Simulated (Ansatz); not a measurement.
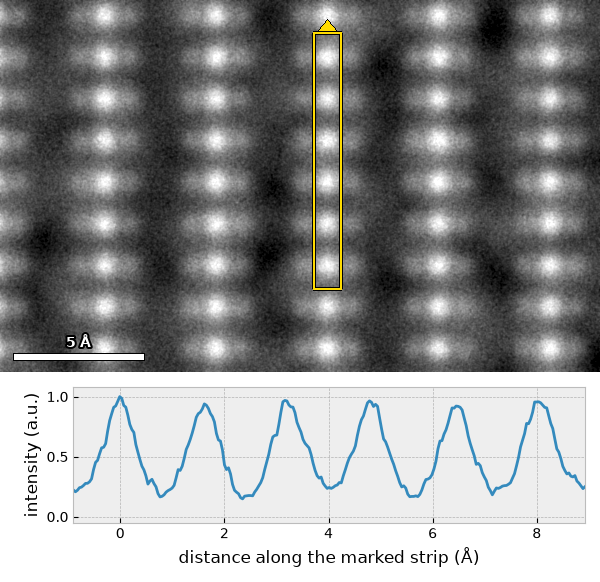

Integrated-DPC-like image of RuF$_{2}$ (P-3m1, No. 164) along [210]. Simulated as the projected potential of neutral atoms (B = 0.8 Å²) blurred by a 0.50 Å probe, the thin-sample limit of integrated differential phase contrast. The display is stretched by a gamma of 0.65; percentages refer to the linear signal. Shot noise and the speckle of an amorphous layer were added. Structure: the geometry relaxed with Ansatz, DFT PBEsol, scalar-relativistic, plane waves, PAW; the starting structure was generated, so it need not be a known form of this composition.

```cif
data_structure
_symmetry_space_group_name_H-M 'P-3m1'
_symmetry_Int_Tables_number 164
_cell_length_a 3.2196
_cell_length_b 3.2196
_cell_length_c 4.3056
_cell_angle_alpha 90.000
_cell_angle_beta 90.000
_cell_angle_gamma 120.000
_cell_volume 38.65
loop_
_atom_site_label
_atom_site_type_symbol
_atom_site_symmetry_multiplicity
_atom_site_Wyckoff_symbol
_atom_site_fract_x
_atom_site_fract_y
_atom_site_fract_z
_atom_site_occupancy
Ru1 Ru 1 a 0.00000 0.00000 0.00000 1
F1 F 2 d 0.33333 0.66667 0.22231 1
```

The curve is the intensity along the marked strip, in the direction of its arrowhead, with zero distance at the first column. Brightness is counted from the darkest point of the image.

Q: List the columns that the line crosses, with their positions.

A:
| position (Å) | atoms per repeat along the beam | height (% of the highest) |
| --- | --- | --- |
| 0.0 | 1 Ru | 100 |
| 1.6 | 1 Ru | 100 |
| 3.2 | 1 Ru | 100 |
| 4.8 | 1 Ru | 100 |
| 6.4 | 1 Ru | 100 |
| 8.0 | 1 Ru | 100 |
